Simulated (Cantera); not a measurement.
Charge: 1 mol CO₂, 0.022 mol SO₂, 0.27 mol H₂, at 100000 Pa.

Method: chemical equilibrium by Gibbs-energy minimisation in Cantera with the NASA 1993 tables (ideal gas, pure condensed phases). Candidate condensed phases: C, C₆H₆, C₇H₈, C₈H₁₈, H₂O, H₂SO₄, S; 123 gas species. Kinetics and transport are ignored.

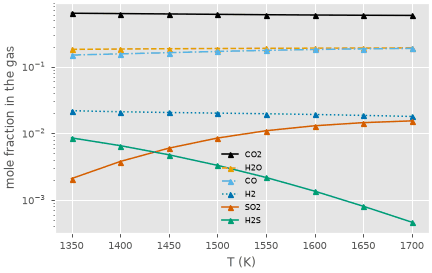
Equilibrium gas composition (values under 1e-9 drawn at 1e-9)

From 1350 K to 1700 K nothing is condensed. The main C-bearing gas is CO₂ throughout.
